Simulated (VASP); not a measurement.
## Electronic structure of Ta$_{3}$SiO$_{4}$ in real space

The calculation's input:

```
SYSTEM = Ta3SiO4
PREC = Accurate
ENCUT = 520
EDIFF = 1E-6
ISMEAR = 0
SIGMA = 0.1
LREAL = .FALSE.
LASPH = .TRUE.
NELM = 100
ALGO = Fast
ISIF = 2
LWAVE = .FALSE.
LCHARG = .TRUE.
GGA = PE
LELF = .TRUE.
LVHAR = .TRUE.
NBANDS = 40
```

Command:

```sh
cat potpaw_PBE.64/Ta_pv/POTCAR potpaw_PBE.64/Si/POTCAR potpaw_PBE.64/O/POTCAR > POTCAR
mpirun -np 1 vasp_std > vasp.out
```

Below, planes, directions and counts refer to the conventional cell (a = 4.50 Å, b = 4.50 Å, c = 4.50 Å, α = 90.00°, β = 90.00°, γ = 90.00°).

Space group Pm-3m; a generated structure, not necessarily the stable one.

Theory: Kohn-Sham DFT of a periodic cell, PBE, VASP PAW PBE potentials, recommended (VASP 6.6.1).

In a PAW calculation such maps are meaningful between the atoms, not at the nuclei.

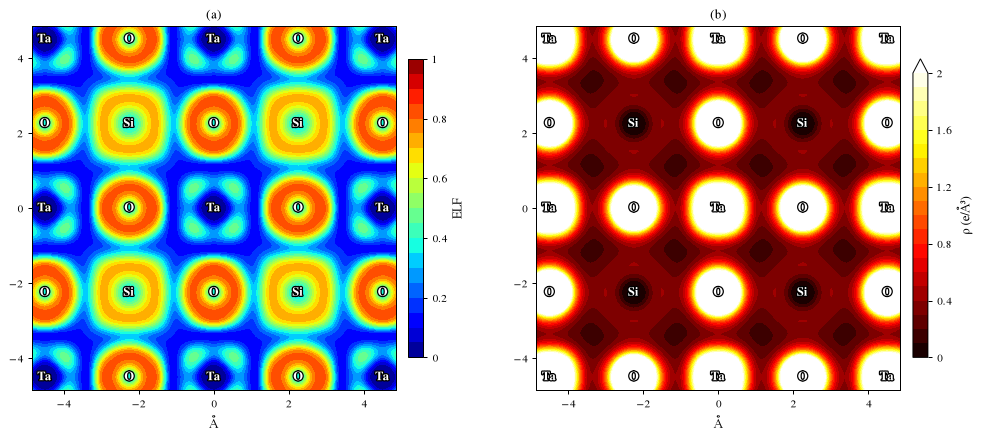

Figure 1. (a) electron localisation function; (b) valence electron density on the (100) plane of the conventional cell.

### Describe what can be read from this map.

The section cuts through Ta, Si and O sites.
Ta–O (2.25 Å): ρ at the midpoint is about 0.4 e/Å³; the ELF peaks at about 0.85 in the valence shell of O, 0.6 Å from its nucleus, and drops to about 0.10 between the two atoms: no shared electron pair shows on this line.
Ta–Si (3.18 Å): the density is about 0.17 e/Å³ at the midpoint; the ELF is about 0.15 at the midpoint; no localised pair shows between them.
Between the atoms the lowest density in this plane is 0.17 e/Å³.

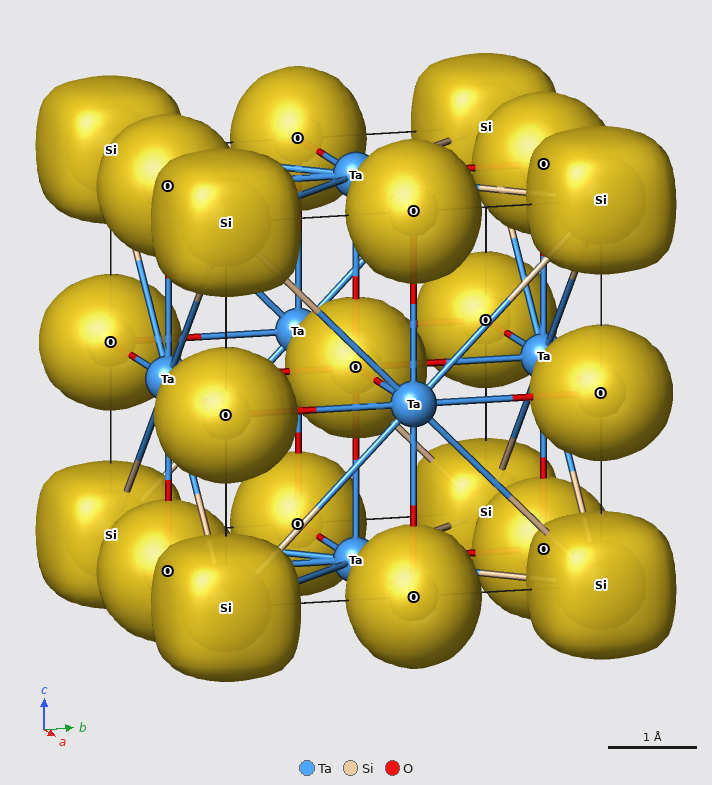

Figure 2. Isosurface of the ELF at 0.65 (yellow), seen slightly off an axis. Only the valence region is drawn (cores and ρ < 0.01 e/Å³ removed). Sticks mark near contacts.

### What do the ELF domains correspond to?

At this value the surface marks out four regions wrapped around O (the valence shell of each) and one region wrapped around Si (its valence shell), counted in one cell of 8 atoms. Regions shared between cells count once.
